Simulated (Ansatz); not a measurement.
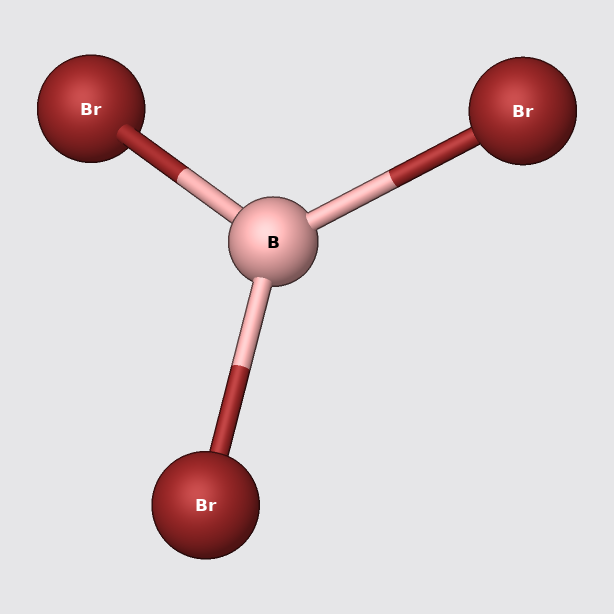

Every bond is drawn as one stick, whatever its order.

Computed geometry: PBE0-D4/def2-TZVP optimisation.

Describe the molecule.

Formula BBr3. Its SMILES string is `BrB(Br)Br`. The point group is D3h. All atoms lie on one plane. Coordination: 1 B trigonal planar.

More results for the same structure follow; atom numbers are the same in all pictures, views and colours differ.

## Levels of theory compared

Program: Ansatz 0.2.0.

Compare HOMO–LUMO gap (eV), HOMO energy (eV) at these levels: B3LYP-D4/def2-TZVPP; BHLYP-D4/def2-TZVPP; BLYP-D4/def2-TZVPP; HSE06 (plane-wave form)-D4/def2-TZVPP; PBE0-D4/def2-QZVPP; PBE0-D4/def2-TZVPP; SPW92 (LDA)/def2-TZVPP; r2SCAN-D4/def2-TZVPP; ωB97M-V/def2-QZVPP.

```
                                level  HOMO–LUMO gap (eV)  HOMO energy (eV)
                  B3LYP-D4/def2-TZVPP                5.79             −8.02
                  BHLYP-D4/def2-TZVPP                8.37             −9.42
                   BLYP-D4/def2-TZVPP                4.10             −6.82
HSE06 (plane-wave form)-D4/def2-TZVPP                5.43             −7.91
                   PBE0-D4/def2-QZVPP                6.19             −8.32
                   PBE0-D4/def2-TZVPP                6.21             −8.31
               SPW92 (LDA)/def2-TZVPP                4.01             −7.18
                 r2SCAN-D4/def2-TZVPP                4.64             −7.35
                   ωB97M-V/def2-QZVPP               10.41            −10.51
```

## Charges

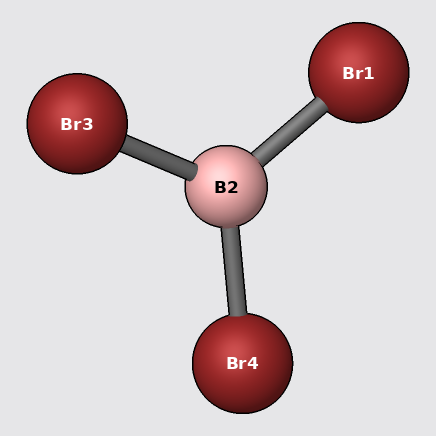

The questions are on Mulliken charges. Method: RKS B3LYP-D4/def2-TZVPP (Ansatz 0.2.0).

Give the Mulliken charges atom by atom.

```json
{"atom": "Br1", "value (e)": "−0.02"}
{"atom": "B2", "value (e)": "0.06"}
{"atom": "Br3", "value (e)": "−0.02"}
{"atom": "Br4", "value (e)": "−0.02"}
```

## Thermal motion

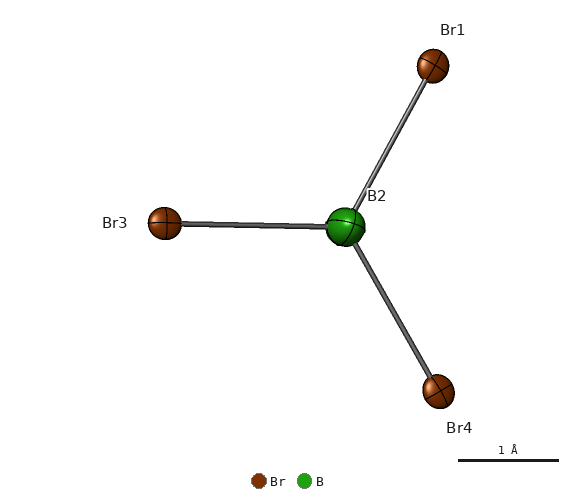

Displacement ellipsoids at the 50 % level, enlarged 2 times, from the internal vibrations of the free molecule (harmonic, no overall translation or rotation; no half-axis is drawn under 0.075 Å). Vibrations computed with RKS PBE0-D4/def2-TZVP (Ansatz 0.2.0). Temperature: 600 K.

List U_eq and the three principal root-mean-square amplitudes for each kind of atom.

```csv
atom,U_eq (Å²),rms amplitudes (Å)
"Br1, Br3, Br4",0.0020,"0.004, 0.052, 0.056"
B2,0.0055,"0.062, 0.062, 0.094"
```

Mulliken values depend strongly on the basis set and can even reverse the polarity of a bond.
